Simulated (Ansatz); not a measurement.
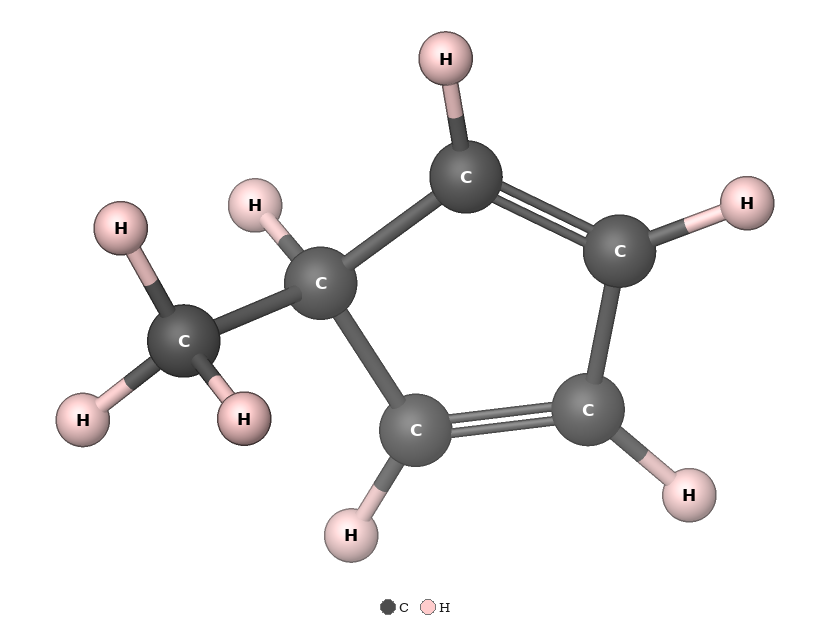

Orthographic view. Atoms fade into the background with distance from the viewer. Computed geometry: PBE0-D4/def2-TZVP optimisation.

> Write the InChI string.

InChI=1S/C6H8/c1-6-4-2-3-5-6/h2-6H,1H3
